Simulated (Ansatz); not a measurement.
# One shape, several levels: NH3 (ammonia)

We compute a comparison of 6 runs (CAM-B3LYP/6-31G, UB3LYP/3-21G, UPBE0/3-21G, BCCD(T)/3-21G, CCSDT(Q)/6-31G, CCSDTQ/6-31G) of NH3 (ammonia). 

The results are computed with Ansatz 0.2.0.

68 further runs of the same task are left out: 68 set aside as unsound or not needed.

**1. The molecule**

The species is NH3 (4 atoms), meant as a singlet with charge 0. SMILES: `N`. The H2–N1 distance was set to 1.519 Å, away from the relaxed value. At this shape a bond of the SMILES string is far longer than usual.

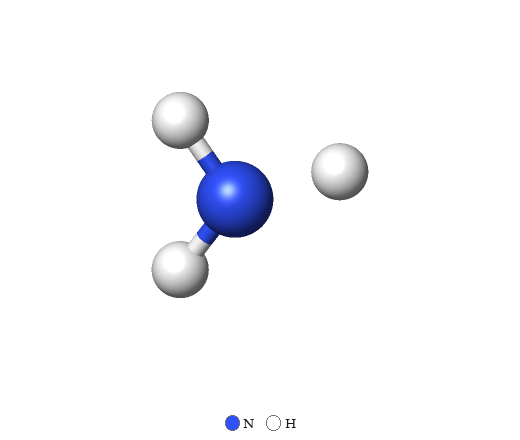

The structure, seen from a chosen angle (nitrogen blue, hydrogen white).

**2. A single-point energy at CAM-B3LYP/6-31G (run 1)**

The input, run.yaml:

```yaml
crystal:
  periodic: [false, false, false]
  atoms:
    - {symbol: "N", position_ang: [-0.348224, 0.514498, -0.214621]}
    - {symbol: H, position_ang: [0.491930, -0.300470, 0.753380]}
    - {symbol: H, position_ang: [-1.172024, -0.028952, -0.441031]}
    - {symbol: H, position_ang: [0.188126, 0.629918, -1.065771]}
basis:
  gaussian:
    orbitals: 6-31G
hamiltonian:
  xc: {name: CAM-B3LYP}
accuracy: high
```

Run with:

```sh
$ ansatz run run.yaml --threads 1 --pin off --max-ram 2610MiB --events-out events.jsonl --progress --plain --runs-dir runs
```

Output:

```text
Warning: RAYON_NUM_THREADS=1 ignored (pool sized by the plan → 1); use --threads N
Functional definition: CAM-B3LYP
  name "CAM-B3LYP"
  parameter alpha = 0.19
  parameter beta = 0.46
  parameter omega = 0.33/bohr
  parameter ac = 0.81
  exchange = (1 - alpha - beta)*b88_x + beta*b88_x_sr(omega) + alpha*exact_x + beta*exact_x_lr(omega)
  correlation = (1 - ac)*vwn5_c + ac*lyp_c
349 factors; integrals over basis functions are off by at most 3.7e-9 eV
146 factors; integrals over basis functions are off by at most 1.7e-9 eV
mean field evaluation 1: about -1530.9165 eV, gradient 4.3e1 eV
mean field evaluation 2: about -1528.5580 eV, gradient 5.3e1 eV
mean field evaluation 4: about -1535.1190 eV, gradient 3.4e-1 eV
mean field evaluation 8: about -1535.1146 eV, gradient 2.5e-3 eV
mean field evaluation 16: about -1535.1146 eV, gradient 2.4e-8 eV
mean field -1535.11457941 eV, -56.4144202552 hartree, gradient 2.4e-8 eV, S^2 0.000000; 0 other end points of the search recorded, 0 dependent functions left out
reference -1535.11459037 eV, -56.4144206582 hartree; 5, 5 occupied and 10, 10 virtual orbitals, 349 factors
Total energy: -1535.11459037 eV, -56.4144206582 hartree
```

Run time: 0.24 s. Hardware: 1 thread of AMD EPYC 9R45 (Zen 5), shared host.

**3. A single-point energy at UB3LYP/3-21G (run 2)**

The input, in.yaml:

```yaml
crystal:
  periodic: [false, false, false]
  atoms:
    - symbol: N
      position_ang: [-0.348224, 0.514498, -0.214621]
    - symbol: H
      position_ang: [0.491930, -0.300470, 0.753380]
    - symbol: H
      position_ang: [-1.172024, -0.028952, -0.441031]
    - symbol: H
      position_ang: [0.188126, 0.629918, -1.065771]
basis:
  gaussian: {orbitals: 3-21G.json}
magnetization: {spin_polarized: true}
hamiltonian: {xc: {name: B3LYP}}
accuracy: high
```

The basis set 3-21G is read from a file made from the Basis Set Exchange's data (not shown).

Run with:

```sh
$ ansatz run in.yaml --threads 1 --pin off --max-ram 2610MiB --events-out events.jsonl --progress --plain --runs-dir runs
```

Output:

```text
Warning: RAYON_NUM_THREADS=1 ignored (pool sized by the plan → 1); use --threads N
Functional definition: B3LYP
  name "B3LYP"
  parameter a0 = 0.2
  parameter ax = 0.72
[... 1 set-up line as earlier in the session ...]
  exchange = (1 - a0 - ax)*slater_x + ax*b88_x + a0*exact_x
  correlation = (1 - ac)*vwn_rpa_c + ac*lyp_c
290 factors; integrals over basis functions are off by at most 1.8e-9 eV
mean field evaluation 1: about -1523.7538 eV, gradient 3.2e1 eV
mean field evaluation 2: about -1516.7992 eV, gradient 4.6e1 eV
mean field evaluation 4: about -1527.9872 eV, gradient 7.1e-1 eV
mean field evaluation 8: about -1527.9827 eV, gradient 3.6e-3 eV
mean field evaluation 16: about -1527.9827 eV, gradient 7.6e-8 eV
mean field -1527.98268764 eV, -56.1523280668 hartree, gradient 7.6e-8 eV, S^2 0.000000; 0 other end points of the search recorded, 0 dependent functions left out
reference -1527.98270806 eV, -56.1523288173 hartree; 5, 5 occupied and 10, 10 virtual orbitals, 290 factors
Total energy: -1527.98270806 eV, -56.1523288173 hartree
```

It took 0.28 s on 1 thread of AMD EPYC 9R45 (Zen 5), shared host.

Runs 3 to 5 aren't shown in full; the table further down has their settings and results.

**4. The energy at CCSDTQ/6-31G (run 6)**

The input, input.yaml:

```yaml
crystal:
  periodic: [false, false, false]
  atoms:
    - {symbol: "N", position_ang: [-0.348224, 0.514498, -0.214621]}
    - {symbol: H, position_ang: [0.491930, -0.300470, 0.753380]}
    - {symbol: H, position_ang: [-1.172024, -0.028952, -0.441031]}
    - {symbol: H, position_ang: [0.188126, 0.629918, -1.065771]}
basis:
  gaussian: {orbitals: 6-31G}
correlation: {method: ccsdtq, frozen_orbitals: {H: 0, "N": 1}}
scf: {omitted_lower_state_checks: [cluster_reference, increment]}
accuracy: high
total_charge: 0
```

Run with:

```sh
$ ansatz run input.yaml --threads 1 --pin off --max-ram 2610MiB --events-out events.jsonl --progress --plain --runs-dir runs
```

Output:

```text
Warning: RAYON_NUM_THREADS=1 ignored (pool sized by the plan → 1); use --threads N
[... 11 lines left out ...]
1 core orbitals not correlated: weight in the atoms' cores, before any rotation towards them, 1.000 or more for the frozen orbitals, at most 0.000 for the correlated occupied ones
[... 24 lines left out ...]
Total energy: -1529.79614895 eV, -56.2189715408 hartree
Checks for a lower state left out: cluster_reference, increment
```

It took 1.1 s on 1 thread of AMD EPYC 9R45 (Zen 5), shared host.

**5. The series**

```tsv
run	level	frozen core orbitals	energy (Eh)	wall time
1	CAM-B3LYP/6-31G	–	-56.414421	0.24 s
2	UB3LYP/3-21G	–	-56.152329	0.28 s
3	UPBE0/3-21G	–	-56.080092	0.3 s
4	BCCD(T)/3-21G	1	-55.926797	0.08 s
5	CCSDT(Q)/6-31G	1	-56.219009	0.14 s
6	CCSDTQ/6-31G	1	-56.218972	1.1 s
```

**6. Outcome**

| quantity | value |
| --- | --- |
| run 6: total energy | -56.21897 Eh |
| run 6: correlation energy (1 core orbital frozen) | -152.8 mEh |
| run 6: T1 diagnostic | 0.013 |

**Reading.** Totals of different functionals can't be ranked against each other. In runs 4, 5, 6 the log says that unrestricted orbitals would lower the reference, so the values rest on an unstable closed-shell determinant (other closed-shell runs at this shape may share the fault). All runs together took 2.2 s, the longest 1.1 s.
